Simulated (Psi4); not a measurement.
# CH5FSi (SMILES C[SiH2]F) at TPSSh/6-311+G(d,p)

Aim: the vertical singlet–triplet gap of CH5FSi at TPSSh/6-311+G**, from 2 runs. 

The calculation is run with Psi4 1.11.

2 further runs of the same task are left out: 2 set aside as unsound or not needed.

## Step 1: Starting point

CH5FSi has 8 atoms, charge 0, and is taken as a singlet. SMILES: `C[SiH2]F`. The shape is that of a PBE0-D4/def2-TZVP optimisation.

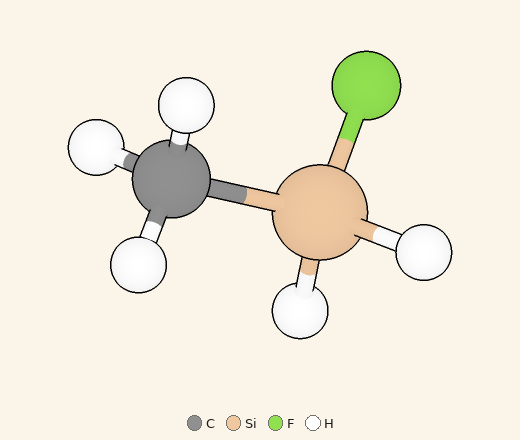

The structure, seen from a chosen angle (carbon grey, silicon light orange, fluorine green, hydrogen white).

## Step 2: Energy and gradient at TPSSh/6-311+G(d,p)

The input, ch5fsi.dat:

```
memory 1.6 GB

molecule system {
  0 1
  C
  Si 1 1.853332
  F 2 1.604318 1 109.35404
  H 1 1.092336 2 111.03954 3 60.14299
  H 1 1.093703 4 108.09061 2 -120.80531
  H 1 1.092375 4 108.39584 5 -116.93274
  H 2 1.484848 3 107.27991 1 -121.11481
  H 2 1.484845 7 109.70248 3 116.21273
  symmetry c1
  no_reorient
  no_com
}

set globals {
  basis                6-311+G**
  reference            rks
  puream               true
  e_convergence        1e-09
  d_convergence        1e-08
  scf_type             pk
  dft_radial_points    99
  dft_spherical_points 590
}

energy_value, wavefunction = gradient('tpssh', return_wfn=True)
oeprop(wavefunction, 'MAYER_INDICES', 'WIBERG_LOWDIN_INDICES', 'MULLIKEN_CHARGES')
```

Run with:

```
$ psi4 -n 1 ch5fsi.dat ch5fsi.out
```

ch5fsi.out:

```text
[...]
  Running in c1 symmetry.
[...]
  Nuclear repulsion =  115.959122124833655
[...]
  Multiplicity = 1
[...]
  Nalpha       = 17
  Nbeta        = 17
[...]
    Number of basis functions: 104
[...]
   @RKS iter   1:  -430.25635670742867   -2.73012e-01   8.39554e-03 DIIS/ADIIS
[...]
   @RKS iter  11:  -430.58270146591053   -2.44427e-12   3.42392e-09 DIIS
[...]
    Orbital Energies [Eh]
    ---------------------
    Doubly Occupied:
       1A    -66.003410     2A    -24.582058     3A    -10.107275
       4A     -5.241811     5A     -3.592417     6A     -3.587891
       7A     -3.587546     8A     -1.159934     9A     -0.698408
      10A     -0.525765    11A     -0.435483    12A     -0.428016
      13A     -0.413405    14A     -0.397358    15A     -0.393238
      16A     -0.322769    17A     -0.316144
[...]
  @RKS Final Energy:  -430.58270146591053
   => Energetics <=
    Nuclear Repulsion Energy =            115.9591221248336552
    One-Electron Energy =                -825.5763964342595500
    Two-Electron Energy =                 314.0793302216079042
    DFT Exchange-Correlation Energy =     -35.0447573780925694
    Empirical Dispersion Energy =           0.0000000000000000
    VV10 Nonlocal Energy =                  0.0000000000000000
    Total Energy =                       -430.5827014659105316
[...]
 Multipole Moments:
 ------------------------------------------------------------------------------------
     Multipole            Electronic (a.u.)      Nuclear  (a.u.)        Total (a.u.)
 ------------------------------------------------------------------------------------
 L = 1.  Multiply by 2.5417464519 to convert [e a0] to [Debye]
 Dipole X            :          0.0009240           -0.0007644            0.0001596
 Dipole Y            :         -3.7543746            4.2930627            0.5386880
 Dipole Z            :          4.2183751           -4.7318495           -0.5134744
 Magnitude           :                                                    0.7442048
[...]
  -Total Gradient:
     Atom            X                  Y                   Z
    ------   -----------------  -----------------  -----------------
       1       -0.000038146104     0.000416620046     0.001910983761
       2        0.000021525920    -0.019120045175     0.001337427626
       3       -0.000013338649     0.018233493478    -0.006477251845
       4        0.000802536811     0.000401533966     0.000968953782
       5       -0.000000441209    -0.001112119439     0.000936265222
       6       -0.000772545296     0.000393648680     0.000953030207
       7        0.000450465006     0.000414750103     0.000189866075
       8       -0.000450098902     0.000413551160     0.000179576729
[...]
  Mulliken Charges: (a.u.)
   Center  Symbol    Alpha    Beta     Spin     Total
       1     C     3.37867  3.37867  0.00000 -0.75735
       2    SI     6.63354  6.63354  0.00000  0.73292
       3     F     4.63762  4.63762  0.00000 -0.27525
       4     H     0.40811  0.40811  0.00000  0.18378
       5     H     0.41339  0.41339  0.00000  0.17323
       6     H     0.40810  0.40810  0.00000  0.18380
       7     H     0.56028  0.56028  0.00000 -0.12055
       8     H     0.56029  0.56029  0.00000 -0.12058
   Total alpha = 17.00000, Total beta = 17.00000, Total charge =  0.00000
[...]
```

Run time: 59 s. Hardware: 1 thread of AMD EPYC 7B13 (Zen 3), shared host; peak memory 0.7 GiB.

## Step 3: The triplet, same level

The input, ch5fsi.inp:

```
memory 1.6 GB

molecule system {
  0 3
  C
  Si 1 r2
  F 2 r3 1 a3
  H 1 r4 2 a4 3 d4
  H 1 r5 4 a5 2 d5
  H 1 r6 4 a6 5 d6
  H 2 r7 3 a7 1 d7
  H 2 r8 7 a8 3 d8

  r2 = 1.853332
  r3 = 1.604318
  a3 = 109.35404
  r4 = 1.092336
  a4 = 111.03954
  d4 = 60.14299
  r5 = 1.093703
  a5 = 108.09061
  d5 = -120.80531
  r6 = 1.092375
  a6 = 108.39584
  d6 = -116.93274
  r7 = 1.484848
  a7 = 107.27991
  d7 = -121.11481
  r8 = 1.484845
  a8 = 109.70248
  d8 = 116.21273
  units angstrom
  symmetry c1
}

set globals {
  basis 6-311+G**
  reference uks
  puream true
  e_convergence 1e-09
  d_convergence 1e-08
  scf_type pk
  dft_radial_points 99
  dft_spherical_points 590
  maxiter 100
}

energy_value = gradient('tpssh')
print_variables()
```

Run with:

```
$ psi4 -n 1 ch5fsi.inp ch5fsi.out
```

ch5fsi.out (excerpt; [...] marks lines left out):

```text
[...]
  Running in c1 symmetry.
[...]
  Nuclear repulsion =  115.959122124833655
[...]
  Multiplicity = 3
[...]
  Nalpha       = 18
  Nbeta        = 16
[...]
    Number of basis functions: 104
[...]
   @UKS iter   1:  -429.93162870567443    5.17154e-02   8.62560e-03 DIIS/ADIIS
[...]
   @UKS iter  22:  -430.30247992167830   -5.62750e-12   6.39734e-09 DIIS
[...]
   @S^2 Observed:                2.008417046E+00
[...]
  @UKS Final Energy:  -430.30247992167830
   => Energetics <=
    Nuclear Repulsion Energy =            115.9591221248336552
    One-Electron Energy =                -824.4608527254857790
    Two-Electron Energy =                 313.1239457367056502
    DFT Exchange-Correlation Energy =     -34.9246950577318529
    Empirical Dispersion Energy =           0.0000000000000000
    VV10 Nonlocal Energy =                  0.0000000000000000
    Total Energy =                       -430.3024799216782981
[...]
 Multipole Moments:
 ------------------------------------------------------------------------------------
     Multipole            Electronic (a.u.)      Nuclear  (a.u.)        Total (a.u.)
 ------------------------------------------------------------------------------------
 L = 1.  Multiply by 2.5417464519 to convert [e a0] to [Debye]
 Dipole X            :         -0.0000039           -0.0007644           -0.0007684
 Dipole Y            :         -3.9348419            4.2930627            0.3582208
 Dipole Z            :          4.2427586           -4.7318495           -0.4890909
 Magnitude           :                                                    0.6062447
[...]
  -Total Gradient:
     Atom            X                  Y                   Z
    ------   -----------------  -----------------  -----------------
       1        0.000163660937    -0.008782939076    -0.001585065501
       2       -0.000108173276    -0.020774099009     0.050526888491
       3        0.000012714002     0.037097370021    -0.014290744220
       4        0.001020229398     0.005774707602     0.004021532990
       5       -0.000038223455     0.003561258451     0.001169651970
       6       -0.001083836259     0.005714376246     0.003953431237
       7       -0.013314123635    -0.011263729165    -0.021907156577
       8        0.013347717922    -0.011284491973    -0.021892107985
[...]
```

Wall time 2.9 min (1 thread of AMD EPYC 7B13 (Zen 3), shared host); peak memory 0.7 GiB.

## Step 4: Summary of results

Level: TPSSh/6-311+G**.

```
                                        quantity          value
                           singlet: total energy  -430.58270 Eh
                          singlet: dipole moment         1.89 D
                            singlet: HOMO energy       -8.60 eV
                            singlet: LUMO energy       -0.12 eV
                          singlet: HOMO–LUMO gap        8.48 eV
               singlet: largest force on an atom     0.995 eV/Å
                           triplet: total energy  -430.30248 Eh
                          triplet: dipole moment         1.54 D
     triplet: HOMO energy (highest over α and β)       -1.90 eV
                                   triplet: ⟨S²⟩          2.008
               triplet: largest force on an atom     2.809 eV/Å
vertical energy of the triplet above the singlet       7.625 eV
```

In words: At this shape the triplet lies 7.63 eV (736 kJ/mol) above the singlet. The largest force (singlet) is 1.00 eV/Å: the shape isn't a stationary point for this species at this level. Mulliken charges (singlet) run from -0.76 on C1 to +0.73 on Si2; in a basis this large or diffuse they mean little.
